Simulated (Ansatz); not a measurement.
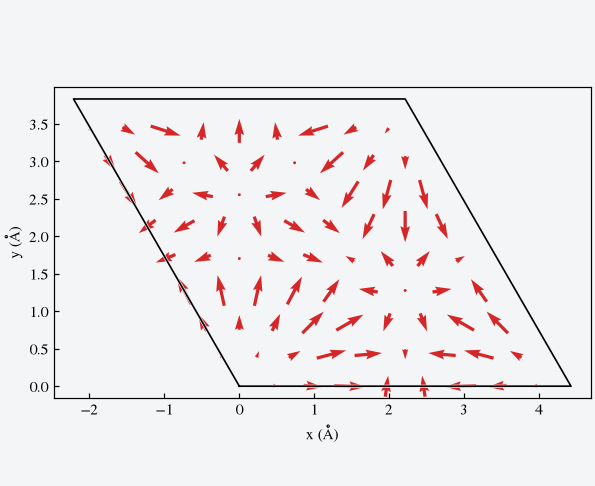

C on a Mo(111) slab cut from the Im-3m phase, its upper half relaxed before the scan (6 atoms of substrate and one adsorbate in a 1 × 1 cell). C is moved over the surface cell; relaxed at each place: the height of the adsorbate's atoms; substrate rigid; the origin of the map has the adsorbate above Mo6. Places are given modulo a cell vector. The map is drawn in real space over the plane of the surface. Grid: 9 × 9 points; 19 points were computed and 62 follow by symmetry. With one adsorbate in each 1 × 1 cell, its nearest image is 4.4 Å away, so neighbouring adsorbates interact. The calculation used Ansatz 0.2.0, DFT PBEsol, scalar-relativistic, plane waves, PAW. Settings: cutoff 420 eV, k-mesh 6×6×1, gaussian smearing 0.1 eV, no spin polarisation.

In the figure: arrows along the force (downhill), their lengths compressed, the outline of one cell of the plane.

> The arrows alone are given. Where are the wells?

The arrows converge at about (0.56, 0.09) of the cell vectors; (5/9, 4/9) of the cell vectors [nearest 1 Mo at 2.05 Å]; (8/9, 4/9) of the cell vectors [nearest 1 Mo at 2.05 Å] (read from the interpolated surface).

The energy map of the same scan:

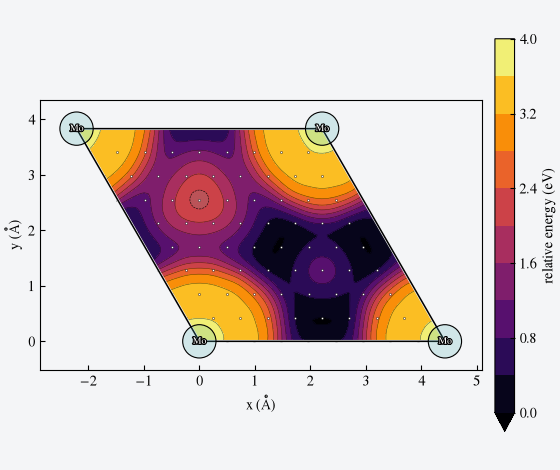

Energies are in eV, from the lowest grid point; between grid points the surface is interpolated.

PAW datasets: the set soft_1.
